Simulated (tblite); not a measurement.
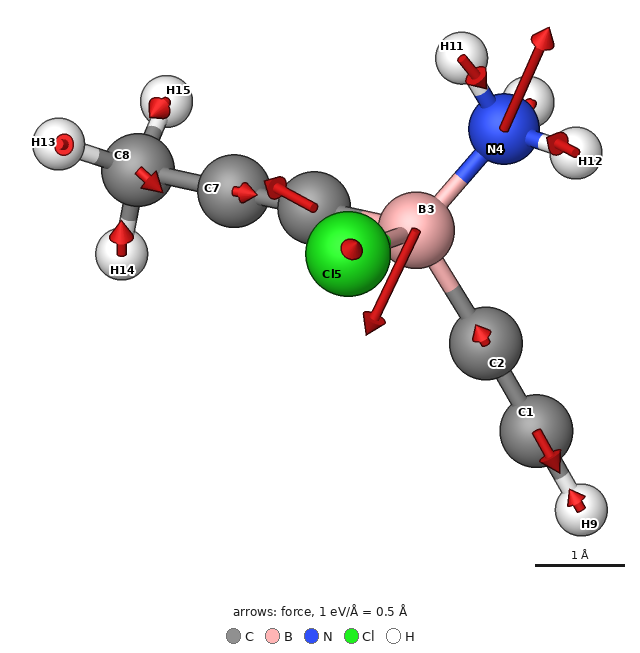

Starting geometry of C$_{5}$H$_{7}$BClN with the computed forces as red arrows. A ball-and-stick model, seen at a tilt.

These are results of GFN2-xTB geometry optimisation, gas phase in tblite, not measurements. 

> Is this structure relaxed? If not, where do the atoms go?

It isn't relaxed: the largest force vector, on the N atom, is 3.22 eV/Å. The final displacements have little in common with the starting forces (cosine between the two patterns 0.29). The energy falls by 9.05 kcal/mol in 79 geometry steps. The atom that moves furthest after the best rigid fit is an H atom (0.24 Å). Largest moves by element: H 0.24 Å, B 0.19 Å, C 0.16 Å, Cl 0.10 Å, N 0.04 Å. Near-neighbour distances that change, for instance: B–N 1.511 → 1.655 Å, H–N 1.055 → 1.017 Å, B–Cl 1.852 → 1.887 Å, C–H 1.122 → 1.090 Å. Bond angles that change, for instance: N–B–Cl 112.5° → 100.3°, C–B–C 108.5° → 115.9°, Cl–B–C 107.3° → 112.0°.
